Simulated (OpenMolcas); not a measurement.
# A OpenMolcas job on TiBr3 (SMILES [Br][Ti]([Br])[Br])

Aim: the vertical excitations of TiBr3.

The results are computed with OpenMolcas 26.06.

## (1) The system as given

TiBr3 has 4 atoms, charge 0, and is taken as a doublet. As SMILES, `[Br][Ti]([Br])[Br]`. Geometry: a GFN2-xTB relaxation, a rough one for these elements and not checked as a minimum.

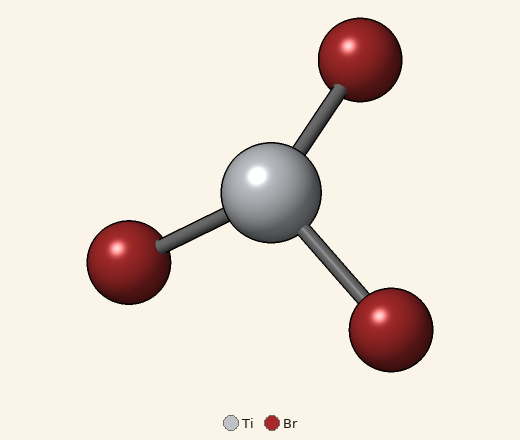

Viewed from a chosen angle; titanium light grey, bromine red.

## (2) The input as written

struct.xyz

```xyz
4

Ti    -0.005560     0.000500     0.575870
Br     2.228840    -0.024220    -0.170850
Br    -1.090400     1.940690    -0.204820
Br    -1.132880    -1.916970    -0.200200
```

step9.input

```
&GATEWAY
Coord
struct.xyz
Basis
ANO-RCC-VDZ
Group
NoSym
RICD
&SEWARD
&RASSCF
FileOrb
$CurrDir/step2.RasOrb
Spin
2
Nactel
1 0 0
Inactive
63
Ras2
5
CIRoot
5 5 1
OrbListing
Nothing
OrbAppear
Compact
&CASPT2
Multistate
all
```

Command:

```bash
$ export MOLCAS_MEM=2
$ pymolcas step9.input > step9.log
```

Log:

```text
--- Start Module: gateway ---

                                              &GATEWAY

                       available to each process: 2.0 MB of memory, 1 thread

---------------------------------------------------------------------------------------------
  Nr.	 Label		Type		Offset		Length	   Atime	  Address
---------------------------------------------------------------------------------------------
  1	FILETABL    	CHAR	-93197643350792	       26929           5	[0xaaaabe965060]
  2	DBSC        	CHAR	    -238785368	     1456001          58	[0xff6df4c7c010]
---------------------------------------------------------------------------------------------
Maximal available memory for Molcas = 517070
 ?mma_allo_?D: error: out-of-memory
 label: Shells
  available (kB):          517
  required  (kB):          792

--- Stop Module: gateway /rc=-6 ---

.########################.
.# Non-zero return code #.
.########################.

    Timing: Wall=0.04 User=0.02 System=0.02
```

It took 0.26 s on 1 thread of Arm Neoverse V1, shared host.

## (3) What went wrong

The run ended with an error.

The log says `?mma_allo_?D: error: out-of-memory`. The fault: too little memory is allowed.
